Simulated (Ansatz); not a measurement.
**Decaying states in the gap of Bi2S2ClF**

Aim: relax a made-up compound, Bi2S2ClF, and see how good a tunnel barrier it would be. It is built by putting S for O, F for Br in the Bi2BrClO2 structure of space group P4mm, with the volume rescaled by atomic radii. The parent structure comes from the Materials Project.

Main program and level: Ansatz 0.2.0; r2SCAN DFT, plane waves, PAW files, in the first sound run; inputs show where later runs differ.

The structure was built from a prototype and need not be the compound's stable phase.

### 1. The structure

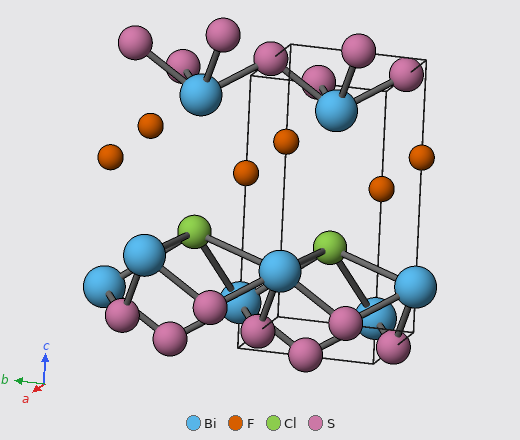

The starting structure, seen from a free direction (bismuth blue, fluorine orange, chlorine green, sulfur pink). 1×2×1 cells are drawn. Some periodic images of atoms are drawn too.

As a file:

```cif
data_structure
_symmetry_space_group_name_H-M 'P 1'
_symmetry_Int_Tables_number 1
_cell_length_a 3.9910
_cell_length_b 3.9910
_cell_length_c 7.9354
_cell_angle_alpha 90.000
_cell_angle_beta 90.000
_cell_angle_gamma 90.000
_cell_volume 126.40
loop_
_atom_site_label
_atom_site_type_symbol
_atom_site_fract_x
_atom_site_fract_y
_atom_site_fract_z
_atom_site_occupancy
Bi1 Bi 0.50000 0.50000 0.84251 1
Bi2 Bi 0.00000 0.00000 0.16699 1
F3 F 0.00000 0.00000 0.64219 1
Cl4 Cl 0.50000 0.50000 0.33964 1
S5 S 0.00000 0.50000 0.00433 1
S6 S 0.50000 0.00000 0.00433 1
```

### 2. Cell and atoms at rest

The substituted atoms don't fit the parent's cell, so cell and atoms relax together. A small smearing keeps the run stable in case the gap closes on the way.

The input, input.yaml:

```yaml
crystal:
  lattice:
    - [3.9910100066, 0.0, 0.0]
    - [0.0, 3.9910100066, 0.0]
    - [0.0, 0.0, 7.9354272768]
  atoms:
    - { symbol: Bi, position: [0.5, 0.5, 0.842513] }
    - { symbol: Bi, position: [0.0, 0.0, 0.166988] }
    - { symbol: F, position: [0.0, 0.0, 0.64219] }
    - { symbol: Cl, position: [0.5, 0.5, 0.339643] }
    - { symbol: S, position: [0.0, 0.5, 0.004333] }
    - { symbol: S, position: [0.5, 0.0, 0.004333] }
kpoints:
  mp_grid: { grid: [6, 6, 4] }
scf:
  occupations: { method: gaussian, width: 0.03 }
hamiltonian:
  xc: r2scan
output:
  forces: true
  stress: true
relax:
  f_tol: 0.02
  max_steps: 60
  cell: {}
```

Started as:

```console
ansatz run input.yaml --threads 2 --pin off --max-ram 4096MiB --backend cpu --events-out ev --progress --plain --runs-dir out
```

Numbers of over 12 decimals in the logs are rounded to 6 here.

The log of the run:

```text
Engine: ansatz 0.2.0, x86_64-unknown-linux-gnu
Pseudopotentials: kind: paw
Pseudopotential: Bi, paw, valence charge 15, recommended cutoff 500 eV (meta_gga), Bi.paw.azcp
Pseudopotential: F, paw, valence charge 7, recommended cutoff 500 eV (meta_gga), F.paw.azcp
Pseudopotential: Cl, paw, valence charge 7, recommended cutoff 500 eV (meta_gga), Cl.paw.azcp
Pseudopotential: S, paw, valence charge 6, recommended cutoff 500 eV (meta_gga), S.paw.azcp
Functional definition: r2SCAN
  parameter k0 = 0.174
  parameter k1 = 0.065
  parameter a1 = 4.9479
  exchange = r2scan_x(k0 = k0, k1 = k1, a1 = a1)
  correlation = r2scan_c
Crystal: 6 atoms, lattice volume = 126.397 Å³
Basis set: ecut = 500 eV, 3197 PW (Γ), exchange–correlation on 120×120×240 points (64 copies of the dense FFT grid, shifted against one another)
Bands: 34, of which v1, the nominal top of the filled ones, is band 28 counted from 1 (27 counted from 0)
Symmetry: 8 space group operations
Space group: P4mm (ITA 99), of the structure as read, at distance tolerance 5.0e-5 Å
k-points: 30 of 144 (time reversal used)
Non-local potential: Bi, projectors of the file, l = 0: 2, l = 1: 2, l = 2: 2, l = 3: 2
Non-local potential: F, projectors of the file, l = 0: 2, l = 1: 2, l = 2: 1
Non-local potential: Cl, projectors of the file, l = 0: 2, l = 1: 2, l = 2: 2
Non-local potential: S, projectors of the file, l = 0: 2, l = 1: 2, l = 2: 2
PAW form: soft (Blöchl's): semilocal exchange-correlation on the pseudo side does not see the compensation charge
PAW frozen core: Bi, regenerated for the run's functional (the file was generated under x = pbe(κ = 0.804, μ = 0.219515), c = pbe(β = 0.066725))
PAW frozen core: F, regenerated for the run's functional (the file was generated under x = pbe(κ = 0.804, μ = 0.219515), c = pbe(β = 0.066725))
PAW frozen core: Cl, regenerated for the run's functional (the file was generated under x = pbe(κ = 0.804, μ = 0.219515), c = pbe(β = 0.066725))
PAW frozen core: S, regenerated for the run's functional (the file was generated under x = pbe(κ = 0.804, μ = 0.219515), c = pbe(β = 0.066725))
PAW one-centre angular grid: Bi, 590 points (default); XC on 160 Gauss nodes
PAW one-centre angular grid: F, 302 points (default); XC on 160 Gauss nodes
PAW one-centre angular grid: Cl, 302 points (default); XC on 160 Gauss nodes
PAW one-centre angular grid: S, 302 points (default); XC on 160 Gauss nodes
Initial density: superposition of atomic densities (neutral atoms: chi_scale 0, normalization atom), corrected by the library's trained network
Initial wavefunctions: pseudopotential atomic-orbital guess
Functional: x = r2scan, c = r2scan; τ floored in thin density (d = 2e-4 eV/Å³)
SCF iter   1: F=—  HF=-28522.735218 eV  |F-HF|=—  |Δ(HF+E_count)|=         —  Δρ=1.22e-2  dr2=2.87e-1  dr2_τ=1.08e-1  ethr=1.77e-3  ⟨swp⟩=9.5  Hψ=5283  notcnv=0
preconditioner: auto → LDOS  [insulator: Δε(μ)=0.031 eV  Ē_g=17.361 eV  σ=0.030 eV  W_gap=0.50  n_scr=38 (ndim 8)  ℏωp=24.7 eV  f_vac=0.111  D(μ)=1.53/eV (n_scr^D=2)  ε∞_Penn≈3.0  β→1.0]
SCF iter   2: F=—  HF=-28523.996774 eV  |F-HF|=—  |Δ(HF+E_count)|=    1.26e0  Δρ=8.13e-2  dr2=1.25e1  dr2_τ=4.38e-1  ethr=5.12e-4  ⟨swp⟩=4.3  Hψ=2524  notcnv=0  defer=51  recentre
SCF iter   3: F=—  HF=-28522.874127 eV  |F-HF|=—  |Δ(HF+E_count)|=    1.12e0  Δρ=7.84e-3  dr2=1.10e-1  dr2_τ=1.96e-3  ethr=5.12e-4  ⟨swp⟩=4.2  Hψ=2521  notcnv=0  defer=49
SCF iter   4: F=—  HF=-28522.859548 eV  |F-HF|=—  |Δ(HF+E_count)|=   1.46e-2  Δρ=2.08e-3  dr2=8.74e-3  dr2_τ=2.66e-4  ethr=1.96e-4  ⟨swp⟩=2.0  Hψ=1466  notcnv=0  defer=28
automatic band count: iteration 4 solves 33 bands in place of 34: the levels show a gap, and the empty bands left out lie too high to hold charge; the band table lists the bands solved (type scf.n_extra_bands for more)
SCF iter   5: F=—  HF=-28522.858818 eV  |F-HF|=—  |Δ(HF+E_count)|=   7.30e-4  Δρ=7.93e-4  dr2=2.23e-3  dr2_τ=1.15e-4  ethr=1.56e-5  ⟨swp⟩=2.8  Hψ=1938  notcnv=0  defer=28
SCF iter   6: F=—  HF=-28522.858395 eV  |F-HF|=—  |Δ(HF+E_count)|=   4.22e-4  Δρ=3.06e-4  dr2=1.58e-4  dr2_τ=9.10e-6  ethr=3.98e-6  ⟨swp⟩=2.0  Hψ=1419  notcnv=0  defer=28
SCF iter   7: F=—  HF=-28522.858392 eV  |F-HF|=—  |Δ(HF+E_count)|=   3.04e-6  Δρ=1.45e-4  dr2=3.27e-5  dr2_τ=1.46e-6  ethr=2.83e-7  ⟨swp⟩=2.3  Hψ=1501  notcnv=0  defer=28
SCF iter   8: F=—  HF=-28522.858399 eV  |F-HF|=—  |Δ(HF+E_count)|=   7.14e-6  Δρ=4.47e-5  dr2=5.68e-6  dr2_τ=1.01e-7  ethr=5.84e-8  ⟨swp⟩=2.0  Hψ=1195  notcnv=0  defer=28
SCF iter   9: F=—  HF=-28522.858399 eV  |F-HF|=—  |Δ(HF+E_count)|=   2.15e-7  Δρ=2.41e-5  dr2=1.01e-6  dr2_τ=5.19e-8  ethr=1.01e-8  ⟨swp⟩=2.0  Hψ=1300  notcnv=0  defer=28
SCF iter  10: F=-28522.858399 eV  HF=-28522.858399 eV  |F-HF|=2.10e-8  |Δ(HF+E_count)|=   1.78e-7  Δρ=4.81e-6  dr2=3.60e-8  dr2_τ=1.93e-9  ethr=1.79e-10  ⟨swp⟩=4.1  Hψ=4698  notcnv=0
SCF 1 converged in 10 iterations: F = -28522.858399 eV  dr2 = 3.60e-8
  greatest PAW one-centre occupation: 0.990 electrons in one spin orbital (limit 2), on the Bi atom at site 0 (counted from 0), in its partial waves of l = 2
relax step   1: F+E_penalty+E_count = -28522.85839879 eV  Δ(F+E_penalty+E_count) = +0.000e0 eV  max|allowed force component| = 9.734e0 eV/Å  Δτ_max = 0.0000 Å  P = +35.193 GPa  Ω = 126.397 Å³  (10 SCF iters, dr2 threshold 1.00e-7 eV, accepted)
Crystal: 6 atoms, lattice volume = 134.997 Å³
Basis set: ecut = 500 eV, 3437 PW (Γ), exchange–correlation on 120×120×240 points (64 copies of the dense FFT grid, shifted against one another)
Initial density: handed on by an earlier stage of this run
Initial wavefunctions: those handed on with the density
iter 1 solved again at ethr=1.13e-3 eV; its pass at ethr=3.10e-3 eV (dr2=6.31e-1 eV) is discarded
SCF iter   1: F=—  HF=-28526.012448 eV  |F-HF|=—  |Δ(HF+E_count)|=         —  Δρ=1.98e-2  dr2=6.36e-1  dr2_τ=2.44e0  ethr=1.13e-3  ⟨swp⟩=1.0  Hψ=5787  notcnv=0
automatic band count: iteration 1 solves 32 bands in place of 34: the levels show a gap, and the empty bands left out lie too high to hold charge; the band table lists the bands solved (type scf.n_extra_bands for more)
preconditioner: auto → LDOS  [metal: Δε(μ)=0.020 eV  Ē_g=16.122 eV  σ=0.030 eV  W_gap=0.35  n_scr=38 (ndim 8)  ℏωp=23.9 eV  f_vac=0.089  D(μ)=1.77/eV (n_scr^D=6)  β→1.0]
SCF iter   2: F=—  HF=-28528.152615 eV  |F-HF|=—  |Δ(HF+E_count)|=    2.14e0  Δρ=6.35e-2  dr2=1.01e1  dr2_τ=2.83e-1  ethr=1.13e-3  ⟨swp⟩=7.8  Hψ=4913  notcnv=0  defer=8  recentre
automatic band count: iteration 2 solves 34 bands in place of 32: the levels no longer show a gap clear of their residuals, so the SCF keeps every band
[...]
relax step  19: F+E_penalty+E_count = -28529.49915062 eV  Δ(F+E_penalty+E_count) = -5.932e-3 eV  max|allowed force component| = 1.453e-1 eV/Å  Δτ_max = 0.0486 Å  P = +0.195 GPa  Ω = 156.789 Å³  energy of the carried Pulay correction = -7.367e-4 eV  (7 SCF iters, dr2 threshold 6.00e-7 eV, accepted)
relax step  20: F+E_penalty+E_count = -28529.50225774 eV  Δ(F+E_penalty+E_count) = -3.107e-3 eV  max|allowed force component| = 9.787e-2 eV/Å  Δτ_max = 0.0517 Å  P = +0.066 GPa  Ω = 157.856 Å³  energy of the carried Pulay correction = -8.713e-4 eV  (7 SCF iters, dr2 threshold 6.00e-7 eV, accepted)
relax step  21: F+E_penalty+E_count = -28529.50375985 eV  Δ(F+E_penalty+E_count) = -1.502e-3 eV  max|allowed force component| = 3.105e-2 eV/Å  Δτ_max = 0.0289 Å  P = -0.060 GPa  Ω = 159.288 Å³  energy of the carried Pulay correction = -1.094e-3 eV  (7 SCF iters, dr2 threshold 5.99e-7 eV, accepted)
relax step  22: F+E_penalty+E_count = -28529.50414710 eV  Δ(F+E_penalty+E_count) = -3.872e-4 eV  max|allowed force component| = 2.309e-2 eV/Å  Δτ_max = 0.0108 Å  P = -0.010 GPa  Ω = 159.337 Å³  energy of the carried Pulay correction = -1.080e-3 eV  (6 SCF iters, dr2 threshold 6.02e-8 eV, accepted)
relax step  23: F+E_penalty+E_count = -28529.50812600 eV  Δ(F+E_penalty+E_count) = -3.979e-3 eV  max|allowed force component| = 3.819e-1 eV/Å  Δτ_max = 0.1847 Å  P = +0.131 GPa  Ω = 163.042 Å³  energy of the carried Pulay correction = -1.518e-3 eV  (9 SCF iters, dr2 threshold 3.33e-8 eV, accepted)
relax step  24: F+E_penalty+E_count = -28529.48154862 eV  Δ(F+E_penalty+E_count) = +2.658e-2 eV  max|allowed force component| = 7.860e-1 eV/Å  Δτ_max = 0.1825 Å  P = -0.657 GPa  Ω = 165.559 Å³  energy of the carried Pulay correction = -1.730e-3 eV  (8 SCF iters, dr2 threshold 6.00e-7 eV, rejected (line search))
relax step  25: F+E_penalty+E_count = -28529.51362121 eV  Δ(F+E_penalty+E_count) = -5.495e-3 eV  max|allowed force component| = 1.920e-1 eV/Å  Δτ_max = 0.0892 Å  P = -0.475 GPa  Ω = 164.792 Å³  energy of the carried Pulay correction = -1.829e-3 eV  (11 SCF iters, accepted)
relax step  26: F+E_penalty+E_count = -28529.52535339 eV  Δ(F+E_penalty+E_count) = -1.173e-2 eV  max|allowed force component| = 1.348e-1 eV/Å  Δτ_max = 0.0705 Å  P = -0.133 GPa  Ω = 164.009 Å³  energy of the carried Pulay correction = -1.587e-3 eV  (7 SCF iters, dr2 threshold 6.00e-7 eV, accepted)
relax step  27: F+E_penalty+E_count = -28529.53101673 eV  Δ(F+E_penalty+E_count) = -5.663e-3 eV  max|allowed force component| = 4.391e-2 eV/Å  Δτ_max = 0.0771 Å  P = -0.001 GPa  Ω = 163.352 Å³  energy of the carried Pulay correction = -1.368e-3 eV  (7 SCF iters, dr2 threshold 6.00e-7 eV, accepted)
relax step  28: F+E_penalty+E_count = -28529.53163403 eV  Δ(F+E_penalty+E_count) = -6.173e-4 eV  max|allowed force component| = 5.382e-3 eV/Å  Δτ_max = 0.0346 Å  P = -0.001 GPa  Ω = 163.282 Å³  energy of the carried Pulay correction = -1.324e-3 eV  (7 SCF iters, dr2 threshold 1.21e-7 eV, accepted)
relax step  29: F+E_penalty+E_count = -28529.53654828 eV  Δ(F+E_penalty+E_count) = -4.914e-3 eV  max|allowed force component| = 5.635e-3 eV/Å  Δτ_max = 0.0000 Å  P = +0.035 GPa  Ω = 163.282 Å³  stress off target by 6.77e-2 GPa  SCF on the basis re-selected at this cell (its energy is not comparable with the rows above)  (8 SCF iters)
relax step  30: F+E_penalty+E_count = -28529.53678617 eV  Δ(F+E_penalty+E_count) = -2.379e-4 eV  max|allowed force component| = 6.896e-3 eV/Å  Δτ_max = 0.0167 Å  P = +0.009 GPa  Ω = 163.414 Å³  energy of the carried Pulay correction = -1.129e-5 eV  (7 SCF iters, dr2 threshold 1.15e-8 eV, accepted)
relax step  31: F+E_penalty+E_count = -28529.53686504 eV  Δ(F+E_penalty+E_count) = -7.887e-5 eV  max|allowed force component| = 1.323e-2 eV/Å  Δτ_max = 0.0200 Å  P = -0.003 GPa  Ω = 163.622 Å³  energy of the carried Pulay correction = -3.938e-5 eV  (10 SCF iters, accepted)
iter 1 solved again at ethr=6.67e-8 eV; its pass at ethr=3.10e-3 eV (dr2=3.73e-5 eV) is discarded
SCF iter   1: F=—  HF=-28529.536939 eV  |F-HF|=—  |Δ(HF+E_count)|=         —  Δρ=5.62e-5  dr2=1.01e-7  dr2_τ=9.21e-8  ethr=6.67e-8  ⟨swp⟩=4.0  Hψ=8151  notcnv=0
preconditioner: auto → Resta (q_TF=auto, 2.282 Å⁻¹)  ε∞=4.3  [insulator: Δε(μ)=1.361 eV  Ē_g=9.366 eV  σ=0.030 eV  W_gap=1.00  n_scr=28 (ndim 8)  ℏωp=16.9 eV  f_vac=0.115  D(μ)=0.00/eV (n_scr^D=0)  ε∞_Penn≈4.3]
SCF iter   2: F=—  HF=-28529.536912 eV  |F-HF|=—  |Δ(HF+E_count)|=   2.67e-5  Δρ=2.83e-5  dr2=2.57e-8  dr2_τ=4.37e-7  ethr=1.81e-10  ⟨swp⟩=2.8  Hψ=1911  notcnv=0
SCF iter   3: F=—  HF=-28529.536912 eV  |F-HF|=—  |Δ(HF+E_count)|=   6.07e-8  Δρ=5.68e-7  dr2=2.33e-10  dr2_τ=1.11e-10  ethr=4.58e-11  ⟨swp⟩=2.0  Hψ=1860  notcnv=0
SCF iter   4: F=-28529.536912 eV  HF=-28529.536912 eV  |F-HF|=5.09e-11  |Δ(HF+E_count)|=  4.66e-10  Δρ=2.12e-7  dr2=4.55e-11  dr2_τ=6.21e-12  ethr=1.00e-12  ⟨swp⟩=5.9  Hψ=4389  notcnv=0
SCF 32 converged in 4 iterations: F = -28529.536912 eV  dr2 = 4.55e-11
relax step  32: F+E_penalty+E_count = -28529.53691242 eV  Δ(F+E_penalty+E_count) = -4.738e-5 eV  max|allowed force component| = 1.334e-2 eV/Å  Δτ_max = 0.0000 Å  P = -0.003 GPa  Ω = 163.622 Å³  stress off target by 1.95e-2 GPa  SCF on the basis re-selected at this cell (its energy is not comparable with the rows above)  (4 SCF iters)
basis re-selected at this cell: Δ(F+E_penalty+E_count) = -4.738e-5 eV, ΔP = +0.000 GPa vs the last step (what re-selecting the basis moved, of the pressure what is left beyond the Pulay correction that the steps carried, after the strain that the cell walked since its last selection, with what the two solves' SCF thresholds leave and, on support functions, any second-order correction that the steps lacked; it is no m [...]
SCF converged after 4 iterations
Free energy (F): -28529.536912 eV
Harris-Foulkes:  -28529.536912 eV  (|F-HF|=5.09e-11)
Internal energy: -28529.536912 eV  (E = F + TS)
E sigma→0 (E₀):  -28529.536912 eV
Fermi energy:    5.518138 eV
--- Per-component energies (eV) ---
  E_band       = -442.103570
  E_kinetic    = 1178.083820
  E_local      = -4899.541789  (includes V_loc(G=0)·N_el)
  E_nonlocal   = 1286.985134
  E_hartree    = 1681.838260
  E_xc         = -648.543627
  E_vxc        = -752.680948  (∫ρ·V_xc dr)
  E_paw        = -23464.317024  (= ΣΔE_a)
  E_vpaw       = -664.971073  (= ΣTr[D̂ρ^β])
  E_aug_tail   = 0.000519  (compensation charges beyond the density's cutoff)
  E_vtau       = 46.344315  (kinetic-family band-sum trace: ∫τ·v_τ [+ j·A + Jᵃ·Aᵃ] dr)
  E_ewald      = -3665.405968
  E_core_change = 1.363763  (= ΣΔE_core)
  E_smearing   = -0.000000  (= −TS)
  E_closure    = 0.000000  (closes the sum)
  Σ components = -28529.536912   (vs F -28529.536912, Δ=0.00e0)
--- Forces (eV/Å), atoms counted from 1 ---
  atom   1  Bi     0.00000000     0.00000000    -0.00642527
  atom   2  Bi     0.00000000     0.00000000     0.01072909
  atom   3  F     -0.00000000     0.00000000    -0.01333442
  atom   4  Cl    -0.00000000     0.00000000     0.00484378
  atom   5  S     -0.00000000     0.00000000     0.00210136
  atom   6  S      0.00000000    -0.00000000     0.00210136
  max |Σ_I F_I| component: 1.59e-5 eV/Å
--- Stress (GPa, compression-positive) ---
        0.004777       0.000000      -0.000000
        0.000000       0.004777       0.000000
       -0.000000       0.000000      -0.019478
  P = ⅓ Tr σ = -0.0033 GPa (-0.033 kbar)
--- Relaxed structure (29 steps of the walk, 27 accepted, 3 SCFs on fresh bases) ---
  F+E_penalty+E_count = -28529.53691242 eV   max|allowed force component| = 1.334e-2 eV/Å   (the final SCF, on the basis selected at the relaxed cell)
  cell:  # Å, volume = 163.6216 Å³
    - [5.428044, 0, 0]
    - [0, 5.428044, 0.0]
    - [0, 0.0, 5.553337]
  atoms:
    - { symbol: Bi, position: [0.5, 0.5, 0.892509] }
    - { symbol: Bi, position: [0, 0, 0.152332] }
    - { symbol: F, position: [0, 0, 0.526028] }
    - { symbol: Cl, position: [0.5, 0.5, 0.429503] }
    - { symbol: S, position: [0, 0.5, -0.000186147] }
    - { symbol: S, position: [0.5, 0, -0.000186147] }
```

It took 4.9 min on 2 threads of Intel Xeon Platinum 8488C (Sapphire Rapids), shared host; peak memory 0.8 GiB; 9.6 min of CPU time.

Relaxation path (22 of 32):

| step | energy less that of the first step (eV) | largest force component (eV/Å) | pressure (GPa) | volume (Å³) |
| --- | --- | --- | --- | --- |
| 1 | 0.0000 | 9.7344 | 35.19 | 126.40 |
| 2 | -3.9647 | 3.9846 | 14.74 | 135.00 |
| 4 | -5.8378 | 0.8299 | 1.07 | 147.77 |
| 5 | -5.9757 | 0.2481 | 0.68 | 143.35 |
| 7 | -6.0556 | 0.3825 | 0.04 | 143.50 |
| 8 | -6.1397 | 0.6089 | 0.51 | 141.39 |
| 10 | -6.3996 | 0.7626 | 1.66 | 141.13 |
| 11 | -6.5269 | 0.3688 | 0.64 | 146.62 |
| 13 | -6.4829 | 1.7503 | 1.50 | 152.02 |
| 14 | -6.5739 | 0.0780 | -0.07 | 151.75 |
| 16 | -6.5749 | 0.0018 | 0.01 | 152.06 |
| 17* | -6.6224 | 0.0029 | 0.44 | 152.06 |
| 19 | -6.6408 | 0.1453 | 0.19 | 156.79 |
| 20 | -6.6439 | 0.0979 | 0.07 | 157.86 |
| 22 | -6.6457 | 0.0231 | -0.01 | 159.34 |
| 23 | -6.6497 | 0.3819 | 0.13 | 163.04 |
| 25 | -6.6552 | 0.1920 | -0.47 | 164.79 |
| 26 | -6.6670 | 0.1348 | -0.13 | 164.01 |
| 28 | -6.6732 | 0.0054 | 0.00 | 163.28 |
| 29* | -6.6781 | 0.0056 | 0.04 | 163.28 |
| 31 | -6.6785 | 0.0132 | 0.00 | 163.62 |
| 32* | -6.6785 | 0.0133 | 0.00 | 163.62 |

Relaxation steps marked * repeat the geometry before them on a plane-wave basis chosen anew for their cell, so energy and pressure can jump there. Other such steps can lie between the rows shown. Relaxation steps 13, 24 were tried and not accepted.

Forces are held to the 8 operations that the run works with; a distortion that breaks them can't arise in this run.

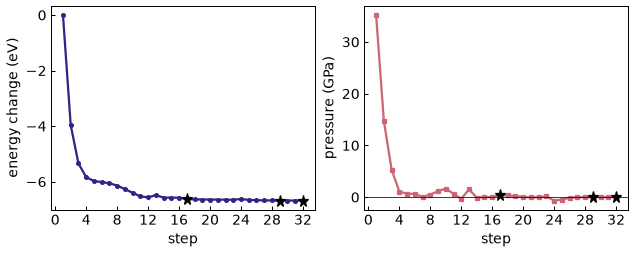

Energy and pressure along the relaxation. Stars mark steps on a basis chosen anew.

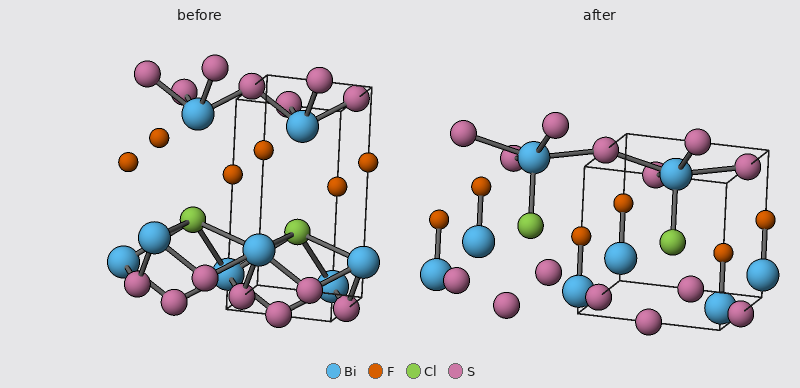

The structure before and after the relaxation, drawn at the same scale. Bonds to atoms that aren't drawn are left out.

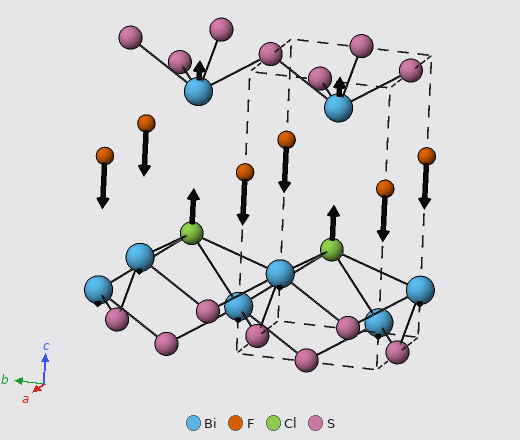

Displacements in the relaxation, exaggerated, measured against the changing cell; the longest in the cell stands for 0.65 Å. 1×2×1 cells are drawn. Some periodic images of atoms are drawn too.

| cell as run | before | after | change |
| --- | --- | --- | --- |
| a (Å) | 3.991 | 5.428 | +36.0 % |
| b (Å) | 3.991 | 5.428 | +36.0 % |
| c (Å) | 7.935 | 5.553 | -30.0 % |
| volume (Å³/atom) | 21.07 | 27.27 | +29.5 % |

The atoms that moved most (Å, as changes of fractional coordinates times the final cell):

| atom | dx | dy | dz | length |
| --- | --- | --- | --- | --- |
| F3 | 0.000 | 0.000 | -0.645 | 0.645 |
| Cl4 | 0.000 | 0.000 | 0.499 | 0.499 |
| Bi1 | 0.000 | 0.000 | 0.278 | 0.278 |
| Bi2 | 0.000 | 0.000 | -0.081 | 0.081 |
| S5 | 0.000 | 0.000 | -0.025 | 0.025 |
| S6 | 0.000 | 0.000 | -0.025 | 0.025 |

Final coordinates:

```cif
data_structure
_symmetry_space_group_name_H-M 'P 1'
_symmetry_Int_Tables_number 1
_cell_length_a 5.4280
_cell_length_b 5.4280
_cell_length_c 5.5533
_cell_angle_alpha 90.000
_cell_angle_beta 90.000
_cell_angle_gamma 90.000
_cell_volume 163.62
loop_
_atom_site_label
_atom_site_type_symbol
_atom_site_fract_x
_atom_site_fract_y
_atom_site_fract_z
_atom_site_occupancy
Bi1 Bi 0.50000 0.50000 0.89251 1
Bi2 Bi 0.00000 0.00000 0.15233 1
F3 F 0.00000 0.00000 0.52603 1
Cl4 Cl 0.50000 0.50000 0.42950 1
S5 S 0.00000 0.50000 0.99981 1
S6 S 0.50000 0.00000 0.99981 1
```

Numbers from this step:

```
free energy  : -28529.5369 eV
Fermi energy : 5.518 eV
pressure     : -0.003308 GPa
```

The largest force component on a free atom ends at 0.013 eV/Å.

(Part 1 of 3 ends here.)

[Logs are printed without paths, hosts, clocks, repeated set-up lines and the standing remarks that a program may print on its own settings, such as how far it seeks lower states.]

[Hosts, paths, dates, database ids (printed as entryN), source tags and the programs' standing remarks are cut or masked in the printed files.]
